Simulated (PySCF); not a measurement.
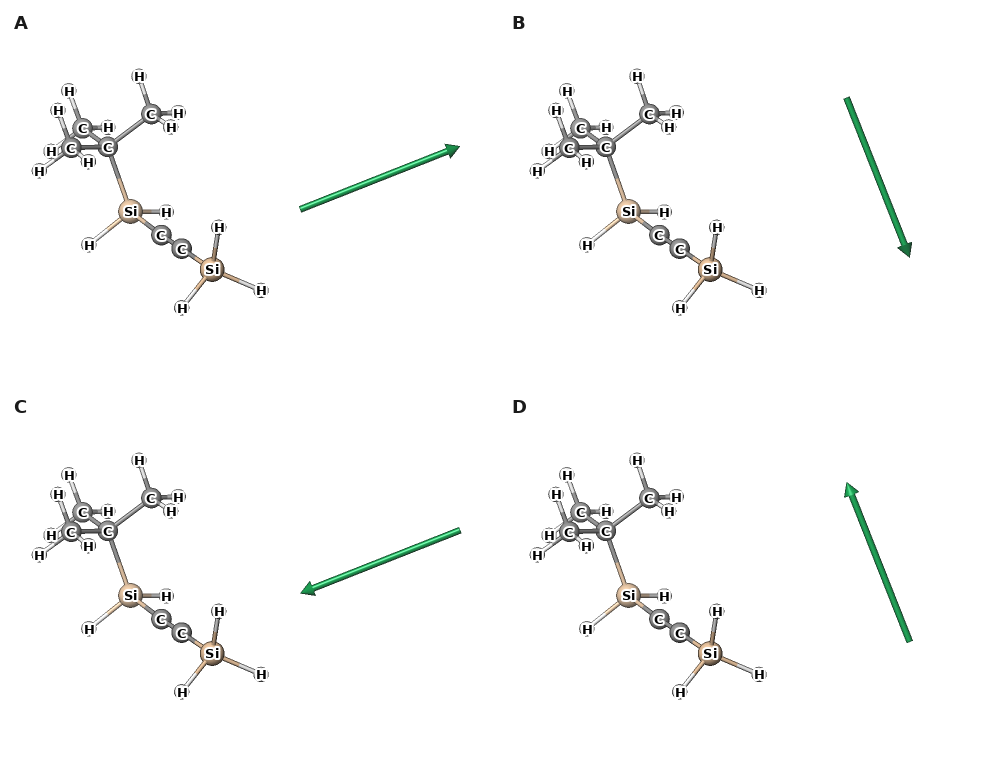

The same molecule four times, each with an arrow. The geometry was computed by an optimisation with PBE0-D3(BJ)/def2-SVP. No frequency run is at hand to confirm it as a minimum. Level of theory: PBE0/pcSseg-1, gas phase (PySCF 2.14.0).

**Which arrow points along the dipole moment, from the negative to the positive end?**

D. The dipole moment is 0.92 D.
